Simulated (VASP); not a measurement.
Here is the system:

```
CELL_PARAMETERS angstrom
      0.00000     2.30501     2.30501
      2.30501     0.00000     2.30501
      9.22585     9.22585    -0.00580
ATOMIC_POSITIONS crystal
  Zr 0.00521 0.00521 0.99609
  Zr 0.00000 0.00000 0.25000
  Zr 0.99479 0.99479 0.50391
  C  0.50354 0.50354 0.12235
  C  0.49646 0.49646 0.37765
  C  0.48899 0.48899 0.63326
  C  0.51101 0.51101 0.86674
  Nb 0.00000 0.00000 0.75000
```

Level of theory: PBEsol GGA, VASP's PBE PAW potentials (set 64) (plane waves; VASP 6.6.1). Numerical set-up: 520 eV cut-off, 13×13×4 Γ-centred mesh, tetrahedra with Blöchl corrections, potentials Zr_sv C Nb_sv.

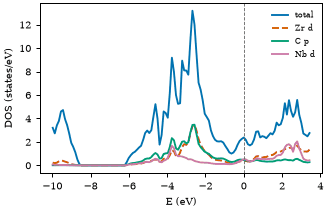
Fig. 1. Total and projected density of states, zero at the Fermi level

Within 2 eV below the Fermi level the largest weight inside VASP's projection spheres is C p, then Zr d.

It has no gap at this level: it comes out as a metal or semimetal.

The structure was generated: NbZr3C4 was put into an ordered model structure (R-3m), which need not be its known phase. It was relaxed first. The electron count is odd and the run is not spin-polarised, which forces a metal.
